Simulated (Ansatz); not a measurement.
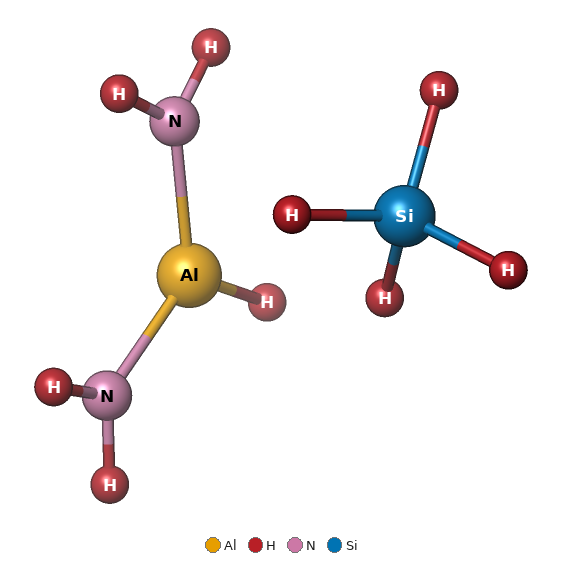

Atoms fade into the background with distance from the viewer. The computed structure is the end point of a PBE0-D4/def2-TZVP optimisation.

### List the symmetry elements and name the point group.

It has no symmetry element but the identity, so the point group is C1. The group has 1 operation. The geometry is chiral, and symmetry allows a dipole moment.
